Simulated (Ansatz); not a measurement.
## Run report: Si2NH7O2, geometry relaxation (part 2 of 2)

Continued. System: Si2NH7O2. Method: RKS PBE-D4/def2-SVP (Ansatz 0.2.0). The geometry: force-field start.

Geometry of the input (Å):
```
N  -0.0849  -0.7638  1.7889
Si 0.7204  -0.5339  0.3223
O  1.7222  0.7001  0.7130
Si -0.5632  0.0754  -1.5249
O  -1.5009  1.4299  -1.1602
H  -0.7536  0.0951  1.9035
H  -0.7191  -1.5273  1.7134
H  1.5262  -1.7557  0.0849
H  2.0953  0.6539  1.6775
H  0.1935  0.3546  -2.6947
H  -1.6026  -1.0351  -1.7874
H  -0.9563  2.2516  -1.0023
```

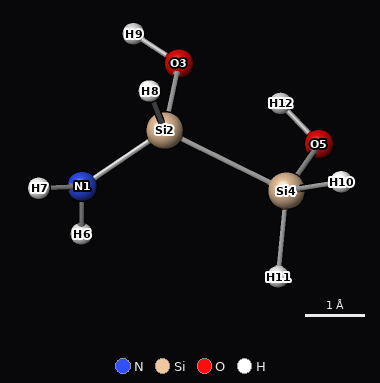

Fig. 1: The geometry at step 18 of the log (ball-and-stick view, seen at a tilt; atoms are numbered from 1 in the order of the input).

Trajectory as extended XYZ, continued:
```
12
Properties=species:S:1:pos:R:3:forces:R:3 step=8 energy=-21432.39246
N    -0.3194   -0.8150    1.7218    0.0748  -0.0364  -0.0727
Si    0.6727   -0.5213    0.3149   -0.0374  -0.0824   0.0686
O     1.5867    0.8971    0.5234   -0.0616  -0.0176  -0.0259
Si   -0.5727    0.1077   -1.5839   -0.0550   0.0225   0.0262
O    -1.2127    1.6259   -1.1607    0.0910  -0.0386   0.0159
H    -1.1978   -0.3128    1.8744    0.0421  -0.0348  -0.0034
H    -0.3354   -1.7480    2.1417   -0.0470   0.0848  -0.0165
H     1.5236   -1.7694    0.2172   -0.0026   0.0648  -0.0006
H     1.9827    0.9591    1.4136   -0.0107   0.0135  -0.0203
H     0.2130    0.1562   -2.8754    0.0262  -0.0245   0.0153
H    -1.7512   -0.8013   -1.8058    0.0051   0.0127  -0.0033
H    -0.5124    2.1667   -0.7472   -0.0248   0.0360   0.0167
12
Properties=species:S:1:pos:R:3:forces:R:3 step=9 energy=-21432.40220
N    -0.3276   -0.8577    1.7180   -0.0008  -0.3124   0.1861
Si    0.6475   -0.5345    0.3119   -0.0938  -0.0091  -0.0171
O     1.4861    0.9407    0.4797   -0.0253  -0.0587   0.0892
Si   -0.5960    0.1015   -1.5822   -0.0397   0.2317  -0.0102
O    -1.1115    1.6794   -1.1725    0.3066  -0.1584   0.0552
H    -1.2256   -0.3951    1.8974    0.1653  -0.0718  -0.0690
H    -0.2773   -1.7821    2.1692   -0.0568   0.3402  -0.1223
H     1.5727   -1.7318    0.2270   -0.0515   0.0904   0.0124
H     1.8936    1.0360    1.3629   -0.0089   0.0422  -0.0621
H     0.2283    0.0712   -2.8550   -0.0725  -0.0157   0.0276
H    -1.8375   -0.7258   -1.8098    0.0704   0.0721   0.0144
H    -0.3757    2.1430   -0.7126   -0.1932  -0.1506  -0.1041
12
Properties=species:S:1:pos:R:3:forces:R:3 step=10 energy=-21432.41325
N    -0.3230   -0.8705    1.7279    0.0041  -0.1514   0.0854
Si    0.6328   -0.5433    0.3107   -0.0279  -0.0159  -0.0633
O     1.4225    0.9632    0.4558    0.0188  -0.0434   0.1395
Si   -0.5924    0.0923   -1.5928   -0.1082   0.3064   0.0096
O    -1.0413    1.6827   -1.1518    0.2808  -0.1605   0.0132
H    -1.2280   -0.4226    1.8994    0.0927  -0.0188  -0.0557
H    -0.2707   -1.7905    2.1760   -0.0169   0.1322  -0.0399
H     1.5982   -1.7069    0.2377   -0.0474   0.0687   0.0241
H     1.8343    1.0864    1.3339   -0.0161   0.0422  -0.0729
H     0.2021    0.0411   -2.8839   -0.0352  -0.0167   0.0602
H    -1.8647   -0.6865   -1.8141    0.0513   0.0489   0.0225
H    -0.2927    2.0994   -0.6649   -0.1960  -0.1917  -0.1226
12
Properties=species:S:1:pos:R:3:forces:R:3 step=11 energy=-21432.42172
N    -0.3085   -0.8954    1.7332    0.0298   0.0165  -0.0367
Si    0.6123   -0.5374    0.3005    0.0052  -0.0523   0.0589
O     1.3532    0.9960    0.4552    0.0025  -0.0170   0.0697
Si   -0.6117    0.0923   -1.6065   -0.0199   0.3724   0.0491
O    -0.9511    1.7138   -1.1897    0.3910  -0.1262   0.1582
H    -1.2200   -0.4662    1.9022   -0.0325   0.0154   0.0007
H    -0.2420   -1.8120    2.1758    0.0147  -0.0498   0.0322
H     1.6212   -1.6587    0.2289   -0.0167   0.0253  -0.0168
H     1.7665    1.1361    1.3291   -0.0161   0.0244  -0.0445
H     0.1984   -0.0463   -2.8815   -0.0907   0.0002   0.0374
H    -1.9272   -0.6159   -1.8037    0.0602   0.0092   0.0010
H    -0.2140    2.0386   -0.6095   -0.3275  -0.2183  -0.3093
12
Properties=species:S:1:pos:R:3:forces:R:3 step=12 energy=-21432.43106
N    -0.3078   -0.9297    1.7388    0.0001  -0.0336  -0.0386
Si    0.6055   -0.5304    0.3111    0.0148   0.0162   0.0682
O     1.3115    1.0187    0.4879    0.0015  -0.0566   0.0223
Si   -0.6098    0.1061   -1.6031   -0.0997   0.2895  -0.0987
O    -0.8893    1.7501   -1.2449    0.3307  -0.1975   0.1155
H    -1.2307   -0.5249    1.9140    0.0278  -0.0187  -0.0046
H    -0.2116   -1.8467    2.1805    0.0004   0.0419  -0.0211
H     1.6384   -1.6275    0.2183   -0.0169   0.0233  -0.0033
H     1.7201    1.1610    1.3624    0.0057   0.0335  -0.0017
H     0.1377   -0.1005   -2.9093   -0.0252   0.0009   0.1145
H    -1.9431   -0.5787   -1.7566    0.0179   0.0131   0.0302
H    -0.1440    2.0473   -0.6650   -0.2573  -0.1119  -0.1826
12
Properties=species:S:1:pos:R:3:forces:R:3 step=13 energy=-21432.43810
N    -0.3057   -0.9613    1.7375   -0.0274  -0.0681  -0.0082
Si    0.5960   -0.5133    0.3165   -0.0405   0.0207   0.0515
O     1.2768    1.0446    0.5183   -0.0137  -0.0738  -0.0100
Si   -0.6240    0.1206   -1.6019    0.0156   0.1689  -0.0822
O    -0.8208    1.7857   -1.3120    0.0098  -0.2943  -0.0973
H    -1.2394   -0.5831    1.9240    0.0952  -0.0501  -0.0190
H    -0.1791   -1.8808    2.1701   -0.0127   0.1113  -0.0478
H     1.6465   -1.5902    0.1879   -0.0118   0.0272   0.0222
H     1.6830    1.1863    1.3935    0.0148   0.0324   0.0151
H     0.1198   -0.1774   -2.8950   -0.0926   0.0240   0.1198
H    -1.9799   -0.5307   -1.7023    0.0239   0.0363  -0.0075
H    -0.0962    2.0444   -0.7026    0.0394   0.0656   0.0634
12
Properties=species:S:1:pos:R:3:forces:R:3 step=14 energy=-21432.44232
N    -0.3005   -0.9835    1.7371   -0.0505  -0.0347  -0.0139
Si    0.5926   -0.5070    0.3215   -0.0364   0.0150   0.0728
O     1.2518    1.0583    0.5340   -0.0074  -0.0463   0.0027
Si   -0.6310    0.1266   -1.5972   -0.0139   0.1168  -0.1614
O    -0.7690    1.8021   -1.3598    0.0371  -0.2299  -0.0151
H    -1.2432   -0.6293    1.9226    0.0772  -0.0423  -0.0098
H    -0.1526   -1.9003    2.1659   -0.0039   0.0704  -0.0259
H     1.6632   -1.5635    0.1941   -0.0139   0.0231  -0.0082
H     1.6549    1.2059    1.4099    0.0064   0.0211  -0.0071
H     0.0865   -0.2308   -2.8873   -0.0509   0.0198   0.0960
H    -2.0101   -0.4774   -1.6888    0.0323   0.0087   0.0352
H    -0.0654    2.0438   -0.7181    0.0239   0.0782   0.0345
12
Properties=species:S:1:pos:R:3:forces:R:3 step=15 energy=-21432.44638
N    -0.3013   -1.0183    1.7316   -0.0861   0.0252  -0.0419
Si    0.5806   -0.4923    0.3279    0.0169  -0.0109   0.0349
O     1.2049    1.0846    0.5598    0.0102  -0.0205   0.0322
Si   -0.6341    0.1372   -1.6011   -0.0842   0.0589  -0.0669
O    -0.6828    1.8227   -1.4229    0.1546  -0.1675   0.0867
H    -1.2592   -0.7063    1.9137    0.0712  -0.0327  -0.0043
H    -0.1163   -1.9288    2.1559    0.0104   0.0169  -0.0039
H     1.6817   -1.5152    0.1896   -0.0092   0.0165  -0.0035
H     1.6052    1.2401    1.4359   -0.0011   0.0132  -0.0260
H     0.0340   -0.3058   -2.8895   -0.0566   0.0290   0.0885
H    -2.0423   -0.4150   -1.6160    0.0824   0.0308  -0.0140
H     0.0067    2.0418   -0.7508   -0.1084   0.0411  -0.0820
12
Properties=species:S:1:pos:R:3:forces:R:3 step=16 energy=-21432.44964
N    -0.3033   -1.0381    1.7240   -0.0720   0.0088  -0.0342
Si    0.5782   -0.4816    0.3328   -0.0100  -0.0225   0.0323
O     1.1841    1.1003    0.5778   -0.0046  -0.0146   0.0132
Si   -0.6406    0.1424   -1.5961   -0.0766  -0.0287  -0.0686
O    -0.6247    1.8279   -1.4676    0.0883  -0.0642   0.0760
H    -1.2705   -0.7550    1.9025    0.0684  -0.0252  -0.0077
H    -0.0909   -1.9415    2.1503    0.0073   0.0178   0.0058
H     1.6956   -1.4852    0.1862   -0.0081   0.0141  -0.0003
H     1.5857    1.2578    1.4523    0.0068   0.0121  -0.0093
H    -0.0013   -0.3583   -2.8745   -0.0354   0.0263   0.0493
H    -2.0662   -0.3660   -1.5912    0.0870   0.0217   0.0067
H     0.0310    2.0419   -0.7626   -0.0512   0.0544  -0.0631
12
Properties=species:S:1:pos:R:3:forces:R:3 step=17 energy=-21432.45244
N    -0.3125   -1.0716    1.7088   -0.0436  -0.0656  -0.0205
Si    0.5759   -0.4712    0.3406   -0.0350   0.0172   0.0363
O     1.1479    1.1208    0.6045   -0.0037  -0.0218   0.0037
Si   -0.6449    0.1516   -1.5878   -0.0563   0.0084  -0.0659
O    -0.5471    1.8397   -1.5289    0.0354  -0.1345   0.0362
H    -1.2948   -0.8350    1.8754    0.1056  -0.0243  -0.0177
H    -0.0542   -1.9578    2.1498   -0.0291   0.0857  -0.0172
H     1.7206   -1.4431    0.1913   -0.0128   0.0110   0.0061
H     1.5536    1.2821    1.4757    0.0184   0.0119   0.0084
H    -0.0662   -0.4203   -2.8642   -0.0237   0.0338   0.0502
H    -2.0866   -0.3060   -1.5262    0.0703   0.0367   0.0039
H     0.0853    2.0557   -0.8050   -0.0255   0.0416  -0.0236
12
Properties=species:S:1:pos:R:3:forces:R:3 step=18 energy=-21432.45409
N    -0.3215   -1.0944    1.6918   -0.0107  -0.1279  -0.0026
Si    0.5736   -0.4577    0.3447   -0.0351  -0.0042   0.0741
O     1.1277    1.1371    0.6301   -0.0240  -0.0221  -0.0241
Si   -0.6494    0.1543   -1.5848   -0.0200  -0.0077  -0.0521
O    -0.4923    1.8367   -1.5757    0.0363  -0.0667   0.0553
H    -1.3126   -0.8911    1.8510    0.1310  -0.0249  -0.0204
H    -0.0269   -1.9624    2.1498   -0.0728   0.1513  -0.0462
H     1.7353   -1.4092    0.1954   -0.0090   0.0090   0.0045
H     1.5440    1.2935    1.4971    0.0100   0.0054   0.0004
H    -0.1097   -0.4633   -2.8570   -0.0362   0.0322   0.0640
H    -2.1019   -0.2578   -1.4795    0.0571   0.0196  -0.0103
H     0.1109    2.0591   -0.8289   -0.0265   0.0360  -0.0425
12
Properties=species:S:1:pos:R:3:forces:R:3 step=19 energy=-21432.45569
N    -0.3281   -1.1142    1.6800    0.0511  -0.1285  -0.0222
Si    0.5750   -0.4566    0.3490   -0.0743  -0.0056   0.0653
O     1.1080    1.1434    0.6387    0.0113   0.0065   0.0221
Si   -0.6488    0.1585   -1.5771   -0.0318  -0.0045  -0.0854
O    -0.4602    1.8373   -1.6037    0.0607  -0.0567   0.0943
H    -1.3232   -0.9308    1.8307    0.0915  -0.0110  -0.0127
H    -0.0114   -1.9624    2.1588   -0.0801   0.1361  -0.0396
H     1.7503   -1.3918    0.2051   -0.0088   0.0102   0.0032
H     1.5360    1.3018    1.5000    0.0070   0.0086  -0.0135
H    -0.1414   -0.4858   -2.8478   -0.0178   0.0246   0.0527
H    -2.1070   -0.2239   -1.4526    0.0340   0.0073   0.0032
H     0.1278    2.0694   -0.8471   -0.0429   0.0130  -0.0675
12
Properties=species:S:1:pos:R:3:forces:R:3 step=20 energy=-21432.45823
N    -0.3404   -1.1463    1.6552    0.1615  -0.1331  -0.0444
Si    0.5720   -0.4483    0.3533   -0.0670   0.0183   0.0786
O     1.0794    1.1592    0.6604    0.0255  -0.0280   0.0528
Si   -0.6520    0.1618   -1.5717   -0.0156   0.0195  -0.0400
O    -0.4154    1.8328   -1.6380    0.0650  -0.0332   0.0917
H    -1.3372   -0.9845    1.8019    0.0012   0.0078   0.0051
H     0.0089   -1.9589    2.1709   -0.0921   0.1273  -0.0391
H     1.7675   -1.3580    0.2131   -0.0043   0.0112   0.0048
H     1.5349    1.3125    1.5093   -0.0174   0.0032  -0.0565
H    -0.1843   -0.5183   -2.8359   -0.0072   0.0116   0.0276
H    -2.1154   -0.1816   -1.4106    0.0094   0.0028  -0.0047
H     0.1590    2.0744   -0.8738   -0.0590  -0.0074  -0.0759
12
Properties=species:S:1:pos:R:3:forces:R:3 step=21 energy=-21432.45816 accepted=F
N    -0.3613   -1.2118    1.6048    0.4935  -0.3653   0.1004
Si    0.5667   -0.4365    0.3601   -0.1016   0.0278   0.1205
O     1.0270    1.1820    0.6970    0.1118  -0.0386   0.2019
Si   -0.6618    0.1686   -1.5597    0.0157   0.1097  -0.0533
O    -0.3324    1.8231   -1.6989    0.0331  -0.1096   0.1155
H    -1.3579   -1.0743    1.7560   -0.1087   0.0248   0.0324
H     0.0464   -1.9466    2.2037   -0.2662   0.3582  -0.2336
H     1.8025   -1.2946    0.2301   -0.0326   0.0173  -0.0011
H     1.5431    1.3255    1.5165   -0.1110  -0.0132  -0.2023
H    -0.2528   -0.5787   -2.8052   -0.0091   0.0290   0.0223
H    -2.1394   -0.0966   -1.3620    0.0392   0.0049   0.0049
H     0.1970    2.0845   -0.9085   -0.0642  -0.0449  -0.1076
12
Properties=species:S:1:pos:R:3:forces:R:3 step=22 energy=-21432.46250
N    -0.3493   -1.1819    1.6189   -0.0287  -0.0898   0.0448
Si    0.5698   -0.4462    0.3532    0.0421   0.0049  -0.0106
O     1.0696    1.1611    0.6730   -0.0120  -0.0099   0.0269
Si   -0.6535    0.1585   -1.5722   -0.0086   0.0687   0.0487
O    -0.4063    1.8264   -1.6401   -0.0220  -0.0009  -0.0443
H    -1.3308   -0.9735    1.8060    0.0115  -0.0024  -0.0057
H     0.0071   -1.9489    2.1916   -0.0163   0.0693  -0.0119
H     1.7766   -1.3398    0.2169    0.0037  -0.0066  -0.0130
H     1.5505    1.3088    1.5078    0.0007   0.0056  -0.0290
H    -0.1949   -0.5231   -2.8322    0.0348  -0.0277  -0.0444
H    -2.1174   -0.1739   -1.4149   -0.0264  -0.0103   0.0132
H     0.1555    2.0773   -0.8740    0.0213  -0.0009   0.0253
12
Properties=species:S:1:pos:R:3:forces:R:3 step=23 energy=-21432.47019
N    -0.3785   -1.2456    1.5589    0.0022  -0.2115   0.2016
Si    0.5702   -0.4509    0.3536   -0.0144   0.0453  -0.0726
O     1.0463    1.1596    0.6991    0.0553  -0.0045   0.0821
Si   -0.6558    0.1650   -1.5645    0.0017  -0.0189   0.0634
O    -0.3995    1.8301   -1.6490   -0.0343   0.0106  -0.0509
H    -1.3491   -1.0030    1.7648    0.0163   0.0252  -0.0372
H     0.0137   -1.8793    2.2631   -0.0401   0.1411  -0.1339
H     1.7922   -1.3209    0.2064    0.0154   0.0061   0.0183
H     1.6020    1.2948    1.4893   -0.0278   0.0099  -0.0656
H    -0.1953   -0.5288   -2.8188    0.0011  -0.0047  -0.0306
H    -2.1192   -0.1681   -1.3902   -0.0072   0.0134  -0.0163
H     0.1500    2.0920   -0.8787    0.0317  -0.0120   0.0418
12
Properties=species:S:1:pos:R:3:forces:R:3 step=24 energy=-21432.44925 accepted=F
N    -0.4029   -1.3146    1.5031    0.6728  -0.6577   1.0415
Si    0.5684   -0.4530    0.3529   -0.0765   0.0286   0.0337
O     1.0176    1.1599    0.7344    0.3031   0.0203   0.3627
Si   -0.6663    0.1660   -1.5561   -0.0170  -0.0109  -0.0866
O    -0.3790    1.8258   -1.6589    0.0006  -0.0002   0.0186
H    -1.3664   -1.0563    1.7164   -0.0984   0.0830  -0.0472
H     0.0375   -1.7946    2.3339   -0.5146   0.5610  -1.0095
H     1.8208   -1.2845    0.2242   -0.0197   0.0188  -0.0060
H     1.6537    1.2797    1.4756   -0.3012  -0.0393  -0.3751
H    -0.2278   -0.5368   -2.8164    0.0103   0.0017   0.0208
H    -2.1397   -0.1364   -1.3937    0.0345   0.0062   0.0378
H     0.1613    2.0895   -0.8816    0.0063  -0.0115   0.0093
12
Properties=species:S:1:pos:R:3:forces:R:3 step=25 energy=-21432.47536
N    -0.3924   -1.2922    1.5334    0.0344  -0.0275  -0.0061
Si    0.5615   -0.4521    0.3569    0.0122   0.0065   0.0075
O     1.0234    1.1588    0.7252    0.0127  -0.0012   0.0330
Si   -0.6619    0.1647   -1.5618   -0.0066   0.0035   0.0049
O    -0.3878    1.8274   -1.6532   -0.0010  -0.0039   0.0044
H    -1.3560   -1.0247    1.7414   -0.0077  -0.0034   0.0047
H     0.0280   -1.8332    2.2924   -0.0310   0.0291  -0.0161
H     1.8057   -1.2934    0.2198   -0.0044   0.0019  -0.0055
H     1.6390    1.2863    1.4700   -0.0217   0.0049  -0.0434
H    -0.2085   -0.5333   -2.8184    0.0026  -0.0020   0.0072
H    -2.1303   -0.1503   -1.3947    0.0030   0.0046   0.0020
H     0.1564    2.0868   -0.8770    0.0075  -0.0125   0.0074
12
Properties=species:S:1:pos:R:3:forces:R:3 step=26 energy=-21432.47669
N    -0.3982   -1.3177    1.5145    0.0094   0.0019   0.0274
Si    0.5630   -0.4505    0.3636   -0.0111  -0.0122  -0.0550
O     1.0043    1.1663    0.7342   -0.0018  -0.0101   0.0190
Si   -0.6665    0.1626   -1.5518    0.0240   0.0359   0.0008
O    -0.3726    1.8222   -1.6450   -0.0010  -0.0090   0.0015
H    -1.3672   -1.0554    1.7061   -0.0078   0.0105  -0.0174
H     0.0161   -1.8140    2.3060    0.0092  -0.0043   0.0076
H     1.8193   -1.2743    0.2242   -0.0076   0.0219   0.0117
H     1.6609    1.3102    1.4383    0.0071  -0.0080   0.0012
H    -0.2229   -0.5402   -2.8089   -0.0020  -0.0107   0.0027
H    -2.1370   -0.1365   -1.3783   -0.0038  -0.0007   0.0042
H     0.1778    2.0721   -0.8688   -0.0145  -0.0152  -0.0036
12
Properties=species:S:1:pos:R:3:forces:R:3 step=27 energy=-21432.47698
N    -0.3993   -1.3238    1.5078   -0.0021  -0.0153   0.0522
Si    0.5601   -0.4499    0.3599    0.0242  -0.0122   0.0151
O     0.9986    1.1650    0.7428    0.0100   0.0248   0.0231
Si   -0.6690    0.1640   -1.5539    0.0269   0.0144   0.0264
O    -0.3657    1.8219   -1.6451   -0.0091  -0.0189  -0.0105
H    -1.3726   -1.0668    1.6880    0.0135   0.0002  -0.0118
H     0.0154   -1.7984    2.3141   -0.0166   0.0173  -0.0369
H     1.8253   -1.2606    0.2295   -0.0070   0.0030  -0.0093
H     1.6773    1.3053    1.4275   -0.0280  -0.0210  -0.0305
H    -0.2258   -0.5496   -2.8050   -0.0118   0.0135  -0.0032
H    -2.1398   -0.1295   -1.3727   -0.0020  -0.0010  -0.0090
H     0.1726    2.0672   -0.8589    0.0020  -0.0047  -0.0056
12
Properties=species:S:1:pos:R:3:forces:R:3 step=28 energy=-21432.47720
N    -0.3985   -1.3225    1.5114    0.0051  -0.0051   0.0106
Si    0.5620   -0.4518    0.3620    0.0042   0.0023   0.0108
O     0.9971    1.1641    0.7438    0.0099   0.0163   0.0108
Si   -0.6660    0.1641   -1.5514   -0.0153   0.0013  -0.0164
O    -0.3679    1.8224   -1.6467    0.0090  -0.0127   0.0088
H    -1.3730   -1.0680    1.6867    0.0090   0.0011  -0.0051
H     0.0145   -1.7982    2.3171   -0.0096   0.0035  -0.0129
H     1.8270   -1.2616    0.2286   -0.0034   0.0005  -0.0015
H     1.6757    1.3032    1.4283   -0.0116  -0.0105  -0.0125
H    -0.2309   -0.5453   -2.8077    0.0080   0.0027   0.0028
H    -2.1370   -0.1311   -1.3744   -0.0034  -0.0006   0.0081
H     0.1741    2.0695   -0.8637   -0.0018   0.0012  -0.0034
```

Summary:

```json
{"quantity": "outcome", "value": "converged"}
{"quantity": "total energy", "value": "−21432.4772 eV"}
{"quantity": "mean-field energy", "value": "−21432.2106 eV"}
{"quantity": "dispersion energy", "value": "−0.2666 eV"}
{"quantity": "SCF solution under orbital rotations", "value": "stable"}
{"quantity": "largest force (length of the vector) at the end", "value": "0.022 eV/Å"}
{"quantity": "dipole moment", "value": "3.99 D"}
{"quantity": "hardware", "value": "4 threads of Arm Neoverse V2, 23 GiB of memory available, shared host"}
{"quantity": "wall time", "value": "32 s (CPU time 1.9 min)"}
{"quantity": "peak memory", "value": "0.16 GiB"}
```
